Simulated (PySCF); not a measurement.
# One shape, several levels: HfH2Cl2O2 (SMILES Cl[Hf](Cl)(O)O)

We compute a comparison of 6 runs (M06-L/def2-SVP, PBE/def2-SVP, PBE0/def2-SVP, SVWN5/def2-SVP, revPBE/def2-SVP, CCSD(T)/def2-SVP) of HfH2Cl2O2. The job is set up through a Python script.

The calculation is run with PySCF 2.14.0.

## Step 1: The structure to begin with

The species is HfH2Cl2O2 (7 atoms), meant as a singlet with charge 0. As SMILES, `Cl[Hf](Cl)(O)O`. Geometry: relaxed at PBE0-D4/def2-TZVP. This is one conformer, not always the lowest.

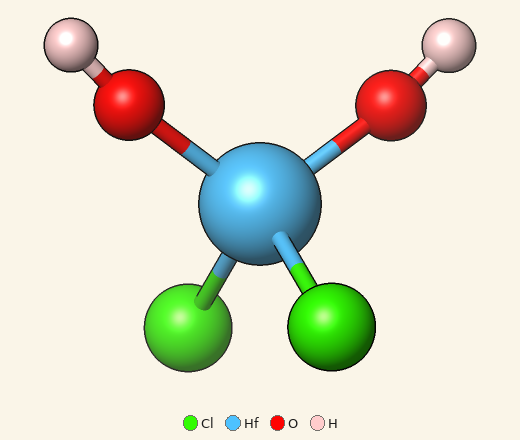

Viewed from a chosen angle; chlorine green, hafnium blue, oxygen red, hydrogen pink.

## Step 2: A single-point energy at M06-L/def2-SVP (core potential) (run 1)

Input file input.py:

```python
from pyscf import gto, dft

system = gto.Mole()
system.atom = [
    ('Cl', (-1.456370, -2.174970, 0.002810)),
    ('Hf', (0.098690, -0.403750, -0.023700)),
    ('Cl', (2.292700, -1.246870, -0.201240)),
    ('O', (-0.257230, 0.704790, -1.520890)),
    ('O', (-0.055410, 0.574120, 1.593960)),
    ('H', (-0.457210, 1.368980, -2.172410)),
    ('H', (-0.165190, 1.177700, 2.321450)),
]
system.verbose = 3
system.basis = 'def2-svp'
system.max_memory = 1860
system.ecp = {'Hf': 'def2-svp'}
system.spin = 0
system.build()

calc0 = dft.RKS(system, xc='m06-l')
calc0.grids.level = 5
calc0.conv_tol = 1e-10
calc0.kernel()
if not calc0.converged:
    calc0 = calc0.newton().run(calc0.mo_coeff, calc0.mo_occ)

etot = calc0.e_tot
print('E = %.10f Eh' % etot)
```

Launch:

```bash
$ OMP_NUM_THREADS=1 python input.py
```

The program printed:

```text
converged SCF energy = -1119.98930939594
E = -1119.9893093959 Eh
```

Wall time 84 s (1 thread of Intel Xeon at 2.50GHz (Skylake/Cascade Lake), shared host); peak memory 0.58 GiB.

## Step 3: The energy at PBE/def2-SVP (core potential) (run 2)

Input file calc.py:

```python
from pyscf import gto, dft

mol = gto.M(
    atom='''
Cl  -1.456370  -2.174970   0.002810
Hf   0.098690  -0.403750  -0.023700
Cl   2.292700  -1.246870  -0.201240
O   -0.257230   0.704790  -1.520890
O   -0.055410   0.574120   1.593960
H   -0.457210   1.368980  -2.172410
H   -0.165190   1.177700   2.321450
''',
    charge=0,
    verbose=4,
    max_memory=1860,
    ecp={'Hf': 'def2-svp'},
    spin=0,
    basis='def2-svp',
)

calc0 = dft.RKS(mol, xc='pbe')
calc0.conv_tol = 1e-10
calc0.grids.level = 5
calc0.kernel()
if not calc0.converged:
    calc0 = calc0.newton().run(calc0.mo_coeff, calc0.mo_occ)

e_tot = calc0.e_tot
print('E(%s) = %.9f' % ('PBE', e_tot))
```

Launch:

```bash
$ OMP_NUM_THREADS=1 python calc.py
```

The program printed:

```text
PySCF version 2.14.0

[... 84 lines left out ...]
converged SCF energy = -1119.45161872149
E(PBE) = -1119.451618721
```

Wall time 70 s (1 thread of Intel Xeon at 2.50GHz (Skylake/Cascade Lake), shared host); peak memory 0.57 GiB.

Run 3 isn't shown in full; the table further down has it.

## Step 4: A single-point energy at SVWN5/def2-SVP (core potential) (run 4)

Input file calc.py:

```python
from pyscf import gto, dft

mol = gto.M(
    atom='''
Cl      -1.456370      -2.174970       0.002810
Hf       0.098690      -0.403750      -0.023700
Cl       2.292700      -1.246870      -0.201240
O       -0.257230       0.704790      -1.520890
O       -0.055410       0.574120       1.593960
H       -0.457210       1.368980      -2.172410
H       -0.165190       1.177700       2.321450
''',
    charge=0,
    ecp={'Hf': 'def2-svp'},
    basis='def2-svp',
    verbose=3,
    max_memory=1860,
)

calc0 = dft.RKS(mol, xc='svwn')
calc0.conv_tol = 1e-10
calc0.grids.level = 5
calc0.kernel()
if not calc0.converged:
    calc0 = calc0.newton().run(calc0.mo_coeff, calc0.mo_occ)

e_tot = calc0.e_tot
print('E = %.10f Eh' % e_tot)
```

Launch:

```bash
$ OMP_NUM_THREADS=1 python calc.py
```

The program printed:

```text
converged SCF energy = -1115.81843383101
E = -1115.8184338310 Eh
```

Wall time 43 s (1 thread of Intel Xeon at 2.50GHz (Skylake/Cascade Lake), shared host); peak memory 0.38 GiB.

Run 5 isn't shown in full; the table further down has it.

## Step 5: A single-point energy at CCSD(T)/def2-SVP (core potential) (run 6)

Input file job.py:

```python
from pyscf import gto, scf, cc

system = gto.M(
    atom='''
Cl    -1.456370    -2.174970     0.002810
Hf     0.098690    -0.403750    -0.023700
Cl     2.292700    -1.246870    -0.201240
O     -0.257230     0.704790    -1.520890
O     -0.055410     0.574120     1.593960
H     -0.457210     1.368980    -2.172410
H     -0.165190     1.177700     2.321450
''',
    verbose=3,
    basis='def2-svp',
    ecp={'Hf': 'def2-svp'},
    spin=0,
    max_memory=1860,
)

calc0 = scf.RHF(system)
calc0.conv_tol = 1e-10
calc0.kernel()
if not calc0.converged:
    calc0 = calc0.newton().run(calc0.mo_coeff, calc0.mo_occ)

mycc = cc.CCSD(calc0, frozen=12)
mycc.kernel()
e_t = mycc.ccsd_t()
etot = mycc.e_tot + e_t
print('E = %.10f Eh' % etot)
```

Launch:

```bash
$ OMP_NUM_THREADS=1 python job.py
```

The program printed:

```text
converged SCF energy = -1117.27144139686
E(CCSD) = -1118.154895184929  E_corr = -0.8834537880679457
CCSD(T) correction = -0.0235814513311085
E = -1118.1784766363 Eh
```

Wall time 4.2 min (1 thread of Intel Xeon at 2.50GHz (Skylake/Cascade Lake), shared host); peak memory 0.83 GiB.

## Step 6: The series

| run | level | integration grid | frozen core orbitals | energy (Eh) | dipole moment (D) of the reference | HOMO energy (eV) | LUMO energy (eV) | wall time |
| --- | --- | --- | --- | --- | --- | --- | --- | --- |
| 1 | M06-L/def2-SVP (core potential) | 5 | – | -1119.989309 | 4.23 | -7.77 | -1.16 | 84 s |
| 2 | PBE/def2-SVP (core potential) | 5 | – | -1119.451619 | 4.03 | -7.38 | -1.34 | 70 s |
| 3 | PBE0/def2-SVP (core potential) | 5 | – | -1119.491179 | 4.11 | -8.84 | -0.54 | 48 s |
| 4 | SVWN5/def2-SVP (core potential) | 5 | – | -1115.818434 | 4.04 | -7.48 | -1.50 | 43 s |
| 5 | revPBE/def2-SVP (core potential) | 5 | – | -1119.793651 | 4.05 | -7.35 | -1.28 | 61 s |
| 6 | CCSD(T)/def2-SVP (core potential) | – | 12 | -1118.178477 | 4.19 | -12.19 | 2.07 | 4.2 min |

## Step 7: Results

| quantity | value |
| --- | --- |
| run 6: total energy | -1118.17848 Eh |
| run 6: dipole moment (Hartree–Fock density) | 4.19 D |
| run 6: HOMO energy (Hartree–Fock orbitals) | -12.19 eV |
| run 6: LUMO energy (Hartree–Fock orbitals) | 2.07 eV |
| run 6: HOMO–LUMO gap (Hartree–Fock orbitals) | 14.26 eV |
| run 6: correlation energy (12 core orbitals frozen) | -907.0 mEh |
| run 6: (T) correction | -23.58 mEh |
| run 6: T1 diagnostic | 0.015 |

In words: Over runs 1, 2, 3, 4, 5 the dipole moment (its size) runs from 4.03 D (PBE/def2-SVP) to 4.23 D (M06-L/def2-SVP). Over runs 1, 2, 3, 4, 5 the HOMO–LUMO gap runs from 5.98 eV (SVWN5/def2-SVP) to 8.30 eV (PBE0/def2-SVP). Totals of different functionals can't be ranked against each other. All runs together took 9.3 min, the longest 4.2 min.
